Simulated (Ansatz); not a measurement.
**BFGeH4: vertical and adiabatic energies of changing the electron count in Python**

The task is vertical and adiabatic energies of changing the electron count, for BFGeH4. SMILES: F[BH][GeH3].

Program: Ansatz 0.2.0 through its Python package. Level of theory: PBE+D4/def2-SVP. These are calculated values, not measurements.

## Step 1: The structure

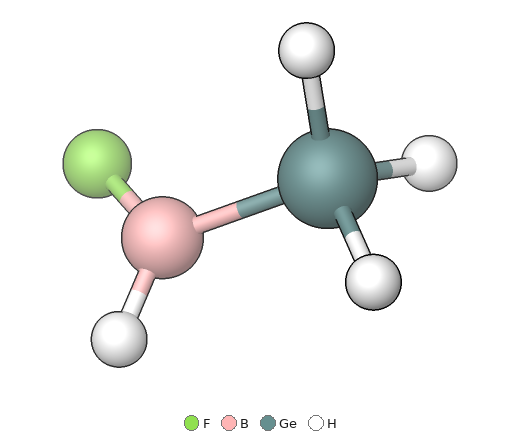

The structure that the script starts from, seen from a chosen angle (fluorine green, boron pink, germanium teal, hydrogen white).

The script holds or builds the structure itself.

## Step 2: The code

Contents of adiabatic_bfgeh4.py:

```python
from dataclasses import dataclass

import ansatz as az
from ase import Atoms
import numpy as np


@dataclass(frozen=True)
class RunConfig:
    basis: str = "def2-SVP"
    xc: str = "pbe"
    dispersion: str = "d4"
    net_charge: int = 1


opts = RunConfig()


def main() -> None:
    atoms = Atoms(["F", "B", "Ge", "H", "H", "H", "H"], positions=[
        [-1.6242, -1.4719, 0.5866],
        [-0.319, -1.1415, 0.1741],
        [0.2263, 0.7714, -0.155],
        [0.533, -2.0084, 0.0293],
        [1.754, 0.7894, -0.5747],
        [0.069, 1.6034, 1.1605],
        [-0.5779, 1.3896, -1.2665],
    ])
    system = az.Crystal.molecule_from_ase(atoms)

    setup = (
        system.calculation()
        .basis(gaussian=opts.basis)
        .functional(opts.xc, dispersion=opts.dispersion)
    )
    symbols = [site.symbol for site in system.cartesian_sites]
    start = np.array([site.position_ang for site in system.cartesian_sites], dtype=float)
    r = setup.relax(force_tolerance=0.01).run(threads=1, pin="off").report
    end = np.array(r["positions_ang"])

    minimum = az.Crystal.molecule()
    for symbol, place in zip(symbols, end):
        minimum = minimum.atom(symbol, place.tolist())
    ion = minimum.calculation()
    ion = ion.basis(gaussian=opts.basis)
    ion = ion.functional(opts.xc, dispersion=opts.dispersion)
    ion = ion.charge(opts.net_charge)
    ion = ion.spin("collinear", total=1)
    vertical = ion.run(threads=1, pin="off").report
    settled = ion.relax(force_tolerance=0.01, max_steps=80).run(threads=1, pin="off").report
    print(f"vertical ionisation energy   {vertical['free_energy_ev'] - r['free_energy_ev']:.3f} eV")
    print(f"adiabatic, no zero point     {settled['free_energy_ev'] - r['free_energy_ev']:.3f} eV")
    print(f"relaxation energy of the ion {vertical['free_energy_ev'] - settled['free_energy_ev']:.3f} eV")
    ionised = np.array(settled["positions_ang"])
    print("final positions (A) and the move of each atom")
    for symbol, xyz, old in zip(symbols, ionised, end):
        print(f"{symbol:2s} {xyz[0]:10.5f} {xyz[1]:10.5f} {xyz[2]:10.5f}   {np.linalg.norm(xyz - old):7.4f}")


if __name__ == "__main__":
    main()
```

## Step 3: The input behind the calls

The engine receives this input (first run):

```yaml
crystal:
  periodic: [false, false, false]
  atoms:
    - { symbol: F, position_ang: [-1.6242, -1.4719, 0.5866] }
    - { symbol: B, position_ang: [-0.319, -1.1415, 0.1741] }
    - { symbol: Ge, position_ang: [0.2263, 0.7714, -0.155] }
    - { symbol: H, position_ang: [0.533, -2.0084, 0.0293] }
    - { symbol: H, position_ang: [1.754, 0.7894, -0.5747] }
    - { symbol: H, position_ang: [0.069, 1.6034, 1.1605] }
    - { symbol: H, position_ang: [-0.5779, 1.3896, -1.2665] }
basis:
  gaussian:
    orbitals: def2-SVP
hamiltonian:
  xc: pbe
  dispersion: d4
relax:
  f_tol: 0.01
```

## Step 4: Launch

Run with:

```
> python adiabatic_bfgeh4.py
```

Standard output:

```text
vertical ionisation energy   10.169 eV
adiabatic, no zero point     9.470 eV
relaxation energy of the ion 0.699 eV
final positions (A) and the move of each atom
F    -1.52128   -1.59120   -0.24625    0.0762
B    -0.38485   -1.23286    0.19608    0.0797
Ge    0.31373    0.99739   -0.18530    0.2252
H     0.50712   -1.78778    0.81790    0.2129
H     1.61298    0.65723   -0.94211    0.1721
H     0.43749    1.39192    1.30035    0.1801
H    -0.90399    1.49730   -0.98637    0.1356
```

Run time: 95 s. Hardware: 1 thread of Arm Neoverse V1, shared host; peak memory 0.24 GiB.

## Step 5: Inputs of later runs

The engine's inputs for the other runs:

Run 2, against run 1:

```diff
@@ -4,7 +4,7 @@
-    - { symbol: F, position_ang: [-1.6242, -1.4719, 0.5866] }
-    - { symbol: B, position_ang: [-0.319, -1.1415, 0.1741] }
-    - { symbol: Ge, position_ang: [0.2263, 0.7714, -0.155] }
-    - { symbol: H, position_ang: [0.533, -2.0084, 0.0293] }
-    - { symbol: H, position_ang: [1.754, 0.7894, -0.5747] }
-    - { symbol: H, position_ang: [0.069, 1.6034, 1.1605] }
-    - { symbol: H, position_ang: [-0.5779, 1.3896, -1.2665] }
+    - { symbol: F, position_ang: [-1.4883997199285794, -1.6548762766709846, -0.22048356626656193] }
+    - { symbol: B, position_ang: [-0.3218900622109532, -1.1866548643116963, 0.21187207926131643] }
+    - { symbol: Ge, position_ang: [0.23164612784294022, 0.7896687507328646, -0.15684344691209295] }
+    - { symbol: H, position_ang: [0.39271159981761544, -1.9671562709774222, 0.8260308900862139] }
+    - { symbol: H, position_ang: [1.5814474454500929, 0.8258710015985756, -0.9280342050465293] }
+    - { symbol: H, position_ang: [0.4808013407558297, 1.5271135672372278, 1.1895681199795483] }
+    - { symbol: H, position_ang: [-0.8151167317269455, 1.5980340923914342, -0.9678098711018939] }
@@ -17,2 +17,4 @@
-relax:
-  f_tol: 0.01
+magnetization:
+  spin_polarized: true
+  initial_magnetization: 1.0
+total_charge: 1.0
```

Run 3, against run 1:

```diff
@@ -4,7 +4,7 @@
-    - { symbol: F, position_ang: [-1.6242, -1.4719, 0.5866] }
-    - { symbol: B, position_ang: [-0.319, -1.1415, 0.1741] }
-    - { symbol: Ge, position_ang: [0.2263, 0.7714, -0.155] }
-    - { symbol: H, position_ang: [0.533, -2.0084, 0.0293] }
-    - { symbol: H, position_ang: [1.754, 0.7894, -0.5747] }
-    - { symbol: H, position_ang: [0.069, 1.6034, 1.1605] }
-    - { symbol: H, position_ang: [-0.5779, 1.3896, -1.2665] }
+    - { symbol: F, position_ang: [-1.4883997199285794, -1.6548762766709846, -0.22048356626656193] }
+    - { symbol: B, position_ang: [-0.3218900622109532, -1.1866548643116963, 0.21187207926131643] }
+    - { symbol: Ge, position_ang: [0.23164612784294022, 0.7896687507328646, -0.15684344691209295] }
+    - { symbol: H, position_ang: [0.39271159981761544, -1.9671562709774222, 0.8260308900862139] }
+    - { symbol: H, position_ang: [1.5814474454500929, 0.8258710015985756, -0.9280342050465293] }
+    - { symbol: H, position_ang: [0.4808013407558297, 1.5271135672372278, 1.1895681199795483] }
+    - { symbol: H, position_ang: [-0.8151167317269455, 1.5980340923914342, -0.9678098711018939] }
@@ -16,0 +17,4 @@
+magnetization:
+  spin_polarized: true
+  initial_magnetization: 1.0
+total_charge: 1.0
@@ -18,0 +23 @@
+  max_steps: 80
```

## Step 6: The engine's runs

One row for each of the 3 runs:

```
run   kind of run             system  unpaired or total moment  energy (eV)  <S²>  SCF cycles in all  CPU time (s)
  1    relaxation             BFGeH4                   not set  -59954.8990  0.00                233            61
  2  single point  BFGeH4, charge +1                         1  -59944.7299  0.75                 38           4.6
  3    relaxation  BFGeH4, charge +1                         1  -59945.4289  0.75                 99            29
```

Totals carry meaning only in balanced differences at one level of theory.

## Step 7: The relaxation of run 1, step by step

Step by step:

```csv
step,E - E(step 1) (eV),largest force component (eV/Å)
1,0.0000,2.4727
2,-0.1727,1.3708
3,-0.1671,1.1282
4,-0.2090,0.1835
5,-0.2119,0.0425
6,-0.2124,0.0724
7,-0.2129,0.0123
8,-0.2129,0.0014
9,-0.2130,0.0629
10,-0.2132,0.0342
11,-0.2136,0.0048
12,-0.2077,0.5743
13,-0.2143,0.0666
14,-0.2143,0.2026
15,-0.2149,0.0968
16,-0.2171,0.0196
17,-0.2153,0.2130
18,-0.2174,0.0169
19,-0.2189,0.1216
20,-0.2192,0.1942
21,-0.2204,0.0713
22,-0.2171,0.2410
23,-0.2213,0.0161
24,-0.2217,0.1568
25,-0.2221,0.0671
26,-0.2223,0.0093
27,-0.2225,0.0117
28,-0.2224,0.0691
29,-0.2225,0.0235
30,-0.2226,0.0116
31,-0.2226,0.0097
```

Step 1 is the start. Steps 3, 12, 17, 22, 28 were tried and not accepted.

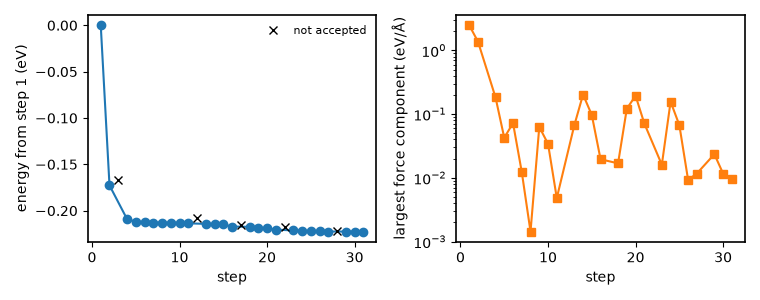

Energy and largest force along the relaxation.

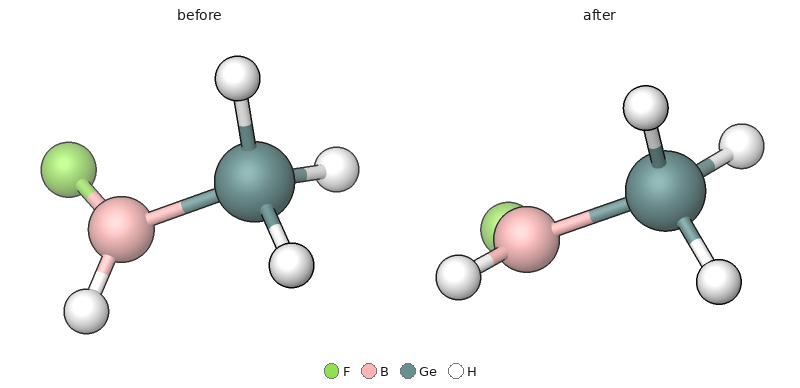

Before and after, at one scale.

Before: Bond lengths: F1–B2 1.408 Å, B2–Ge3 2.016 Å, B2–H4 1.224 Å, Ge3–H5 1.584 Å, Ge3–H6 1.564 Å, Ge3–H7 1.505 Å. Angles: F1–B2–Ge3 121.4°, F1–B2–H4 120.9°, Ge3–B2–H4 117.7°, B2–Ge3–H5 108.3°, B2–Ge3–H6 109.9°, B2–Ge3–H7 111.5°, H5–Ge3–H6 108.3°, H5–Ge3–H7 108.4°, H6–Ge3–H7 110.4°.

After: Bond lengths: F1–B2 1.329 Å, B2–Ge3 2.085 Å, B2–H4 1.224 Å, Ge3–H5 1.555 Å, Ge3–H6 1.555 Å, Ge3–H7 1.551 Å. Angles: F1–B2–Ge3 120.6°, F1–B2–H4 116.8°, Ge3–B2–H4 122.6°, B2–Ge3–H5 109.9°, B2–Ge3–H6 109.8°, B2–Ge3–H7 114.0°, H5–Ge3–H6 106.2°, H5–Ge3–H7 108.3°, H6–Ge3–H7 108.3°.

## Step 8: Path of the relaxation of run 3

Relaxation path:

| step | energy from step 1 (eV) | largest force component (eV/Å) |
| --- | --- | --- |
| 1 | 0.0000 | 3.1282 |
| 2 | -0.5283 | 1.7491 |
| 3 | -0.6719 | 0.6357 |
| 4 | -0.6927 | 0.2359 |
| 5 | -0.6960 | 0.1217 |
| 6 | -0.6985 | 0.1796 |
| 7 | -0.6990 | 0.0483 |
| 8 | -0.6990 | 0.0046 |

Step 1 is the start.

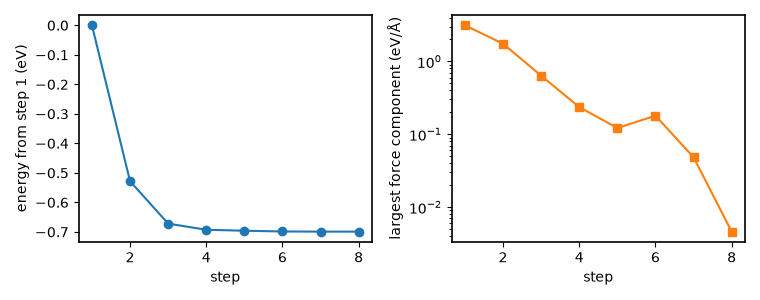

Energy and largest force along the relaxation.

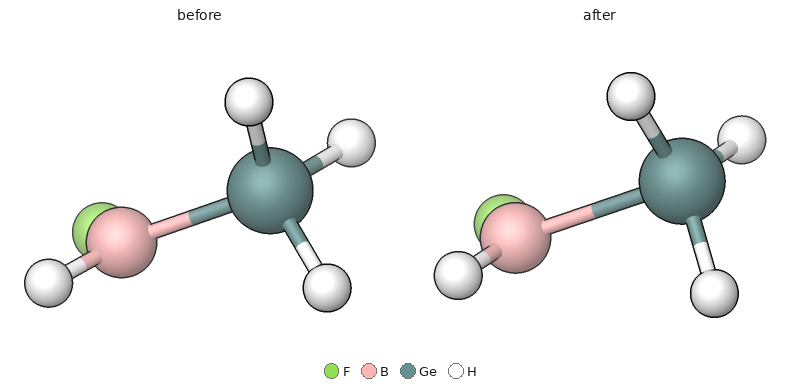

Before and after, at one scale.

Before: Bond lengths: F1–B2 1.329 Å, B2–Ge3 2.085 Å, B2–H4 1.224 Å, Ge3–H5 1.555 Å, Ge3–H6 1.555 Å, Ge3–H7 1.551 Å. Angles: F1–B2–Ge3 120.6°, F1–B2–H4 116.8°, Ge3–B2–H4 122.6°, B2–Ge3–H5 109.9°, B2–Ge3–H6 109.8°, B2–Ge3–H7 114.0°, H5–Ge3–H6 106.2°, H5–Ge3–H7 108.3°, H6–Ge3–H7 108.3°.

After: Bond lengths: F1–B2 1.271 Å, B2–Ge3 2.368 Å, B2–H4 1.221 Å, Ge3–H5 1.542 Å, Ge3–H6 1.542 Å, Ge3–H7 1.541 Å. Angles: F1–B2–Ge3 118.2°, F1–B2–H4 134.6°, Ge3–B2–H4 107.1°, B2–Ge3–H5 96.9°, B2–Ge3–H6 96.3°, B2–Ge3–H7 99.0°, H5–Ge3–H6 117.5°, H5–Ge3–H7 118.8°, H6–Ge3–H7 118.8°.

## Step 9: Results

| quantity | value |
| --- | --- |
| vertical ionisation energy | 10.169 eV |
| adiabatic ionisation energy, no zero point | 9.470 eV |
| runs compared | 3 |

In words: The ionisation energy is a difference of two total energies at the neutral geometry; letting the ion relax lowers it by 0.70 eV. Run 1: After 25 moves the largest shift is 0.839 Å, of atom 1 (F). So large a move can change the bonding: the results belong to the relaxed structure. Run 3: The relaxation took 7 moves; the largest shift is 0.225 Å, of atom 3 (Ge). The energies are electronic: no zero-point or thermal terms, and the basis set is short of its limit. The product may relax into another structure. The relaxation finds the nearest minimum, so the adiabatic value is an upper bound.
